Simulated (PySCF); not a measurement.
System: C₅H₈FP (SMILES C=CC/P=C(/C)F).

Input

```
{"job": {"kind": "nmr", "xc": "PBE0", "basis": "pcSseg-1"}, "charge": 0, "multiplicity": 1}
C     -2.372539     0.767559    -0.186842
C     -1.846429    -0.270895    -0.809840
C     -1.008129    -1.306331    -0.139302
P      0.759483    -1.241113    -0.775610
C      1.363644     0.060348     0.099439
C      2.753978     0.577707    -0.003216
F      0.611551     0.741262     0.998359
H     -2.226243     0.925088     0.868718
H     -2.967790     1.500104    -0.704665
H     -1.994205    -0.408961    -1.873700
H     -1.003823    -1.169919     0.943361
H     -1.381058    -2.308049    -0.374519
H      3.229706     0.579456     0.978625
H      3.327869    -0.044029    -0.684752
H      2.749571     1.605762    -0.369278
```

Run with:

```sh
OMP_NUM_THREADS=1 python probes_run.py task.json out
```

Geometry: GFN2-xTB.

All numbers below come from PBE0/pcSseg-1, SCF density, gas phase, non-relativistic (PySCF).

Q: What can the converged electron density and electron localisation function tell about the bonding?

A: C–F (1.36 Å): ρ is about 2.2 e/Å³ halfway, with its minimum of 1.7 e/Å³ about 0.5 Å from C; the ELF peaks at about 0.85 between the atoms; a polar covalent bond.
C–P (1.68 Å): ρ at the midpoint is about 1.4 e/Å³; the ELF peaks at about 0.90 between the atoms; a covalent bond.
C–H (1.09 Å): ρ is about 2 e/Å³ halfway; the ELF climbs to about 1 towards the hydrogen, as it does in any bond to H (an ordinary covalent bond to hydrogen).
C–C (1.49 Å): ρ at the midpoint is about 1.8 e/Å³; the ELF peaks at about 0.95 between the atoms; a shared electron pair.

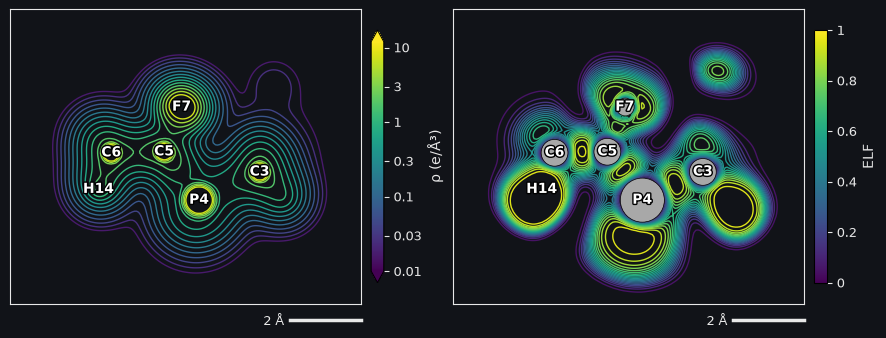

Computed electron density and electron localisation function on the plane of atoms C3, P4 and C5, in this order. Grey discs cover the atomic cores in the ELF map. 
